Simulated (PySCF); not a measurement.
# B3LYP/cc-pVDZ run of CH5GaO (SMILES C[O][GaH2])

What is the energy change on altering one bond length of CH5GaO at B3LYP/cc-pVDZ? Input form: a Python script.

The calculation is run with PySCF 2.14.0.

3 further runs of the same task are left out: 3 set aside as unsound or not needed.

## 1. The structure to begin with

CH5GaO has 8 atoms, charge 0, and is taken as a singlet. SMILES: `C[O][GaH2]`. The shape is that of a PBE0-D4/def2-TZVP optimisation.

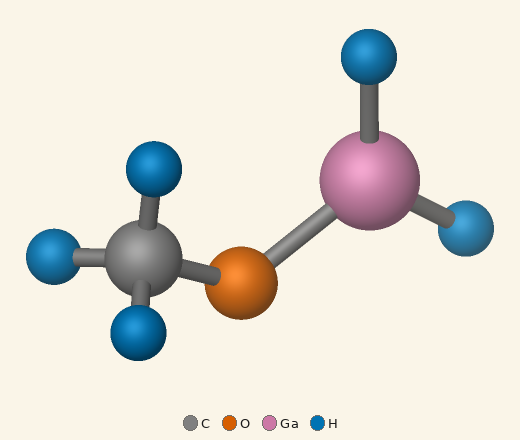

Viewed from a chosen angle; carbon grey, oxygen orange, gallium pink, hydrogen blue.

## 2. A single-point energy at B3LYP/cc-pVDZ

The input, run.py:

```python
from pyscf import gto, dft

system = gto.M(
    atom='''
C     -1.165583     1.837948    -0.799165
O     -1.332824    -0.516840     0.403457
Ga     1.328855    -2.460423     1.094718
H     -2.268049     1.817917    -2.552264
H      0.782725     2.373874    -1.278589
H     -1.947552     3.314958     0.423866
H      3.956898    -1.384791     0.270042
H      0.645719    -4.982641     2.437936
''',
    verbose=3,
    unit='bohr',
    basis='cc-pvdz',
    spin=0,
    charge=0,
    max_memory=1860,
)

mf = dft.RKS(system)
mf.xc = 'b3lyp'
mf.conv_tol = 1e-10
mf.grids.level = 5
mf.kernel()
if not mf.converged:
    mf = mf.newton().run(mf.mo_coeff, mf.mo_occ)

e_tot = mf.e_tot
print(f'total energy: {e_tot:.8f} hartree')
```

Command:

```
$ OMP_NUM_THREADS=1 python run.py
```

Standard output:

```text
converged SCF energy = -2041.2075110555
total energy: -2041.20751106 hartree
```

Wall time 12 s (1 thread of Intel Xeon Platinum 8375C at 2.90GHz (Ice Lake), shared host); peak memory 0.41 GiB.

## 3. The distorted shape

The input, run.py:

```python
from pyscf import gto, dft

system = gto.M(
    atom=[
    ('C', (-0.441795, 0.975780, -0.144614)),
    ('O', (-0.530295, -0.270320, 0.491786)),
    ('Ga', (0.878205, -1.298820, 0.857586)),
    ('H', (-1.200200, 0.962000, -1.350600)),
    ('H', (0.589205, 1.259380, -0.398314)),
    ('H', (-0.855595, 1.757380, 0.502586)),
    ('H', (2.268905, -0.729620, 0.421186)),
    ('H', (0.516705, -2.633520, 1.568386)),
],
    max_memory=1860,
    verbose=4,
    basis='cc-pvdz',
    charge=0,
)

mf = dft.RKS(system)
mf.xc = 'b3lyp'
mf.conv_tol = 1e-10
mf.grids.level = 5
mf.kernel()
if not mf.converged:
    mf = mf.newton().run(mf.mo_coeff, mf.mo_occ)

e_final = mf.e_tot
print('Final energy', e_final)
```

Command:

```
$ OMP_NUM_THREADS=1 python run.py
```

Standard output:

```text
PySCF version 2.14.0

[... 76 lines left out ...]
converged SCF energy = -2041.17466513501
Final energy -2041.1746651350124
```

Wall time 13 s (1 thread of Intel Xeon Platinum 8375C at 2.90GHz (Ice Lake), shared host); peak memory 0.4 GiB.

## 4. What came out

At B3LYP/cc-pVDZ:

| quantity | value |
| --- | --- |
| first shape: total energy | -2041.20751 Eh |
| first shape: dipole moment | 1.07 D |
| first shape: HOMO energy | -7.46 eV |
| first shape: LUMO energy | -1.38 eV |
| first shape: HOMO–LUMO gap | 6.08 eV |
| distorted shape: total energy | -2041.17467 Eh |
| distorted shape: dipole moment | 1.31 D |
| distorted shape: HOMO energy | -7.32 eV |
| distorted shape: LUMO energy | -1.49 eV |
| distorted shape: HOMO–LUMO gap | 5.83 eV |
| energy change with the C1–H4 bond stretched from 1.096 to 1.425 Å | 0.894 eV |

**Reading.** With the C1–H4 bond stretched from 1.096 to 1.425 Å the energy rises by 0.89 eV (86.2 kJ/mol). The first shape isn't relaxed at this level, so the change isn't measured from a minimum.
